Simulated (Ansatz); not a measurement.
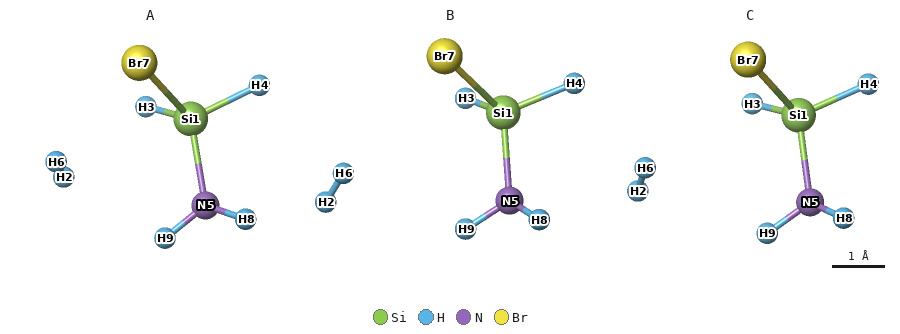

3 geometries from one relaxation of SiNH6Br, in shuffled order. The picture is a ball-and-stick view, seen face on.

The run prepares an end point of a later path (reaction) calculation, from a guessed geometry.

Level of theory: RKS PBE-D4/def2-SVP (Ansatz). Settings: no spin polarisation; force threshold 0.03 eV/Å; at most 50 steps.

> Order the frames from highest to lowest energy.

A, C, B. They are steps 0, 3, 16, at +0.193 eV, +0.016 eV relative to the last. After 15 accepted moves (16 points after the start) the energy has fallen by 0.193 eV. The largest force component goes from 2.2 to 0.024 eV/Å. The line search rejected the trial step at point 7 of the run. The forces were under the threshold at step 9, but the run went on from there. H2 moves most after the best rigid fit: 0.95 Å. By element the largest moves are H 0.95 Å, Si 0.27 Å, Br 0.23 Å, N 0.14 Å. Some distances before and after: H2–H6 0.706 → 0.770 Å, Si1–Br7 2.300 → 2.276 Å. Among the angles between lasting bonds that change: H3–Si1–N5 110.9° → 108.3°.

Limits of the set-up: the start holds two separate molecules, 2.4 Å apart at their closest, whose relative position is a soft coordinate.
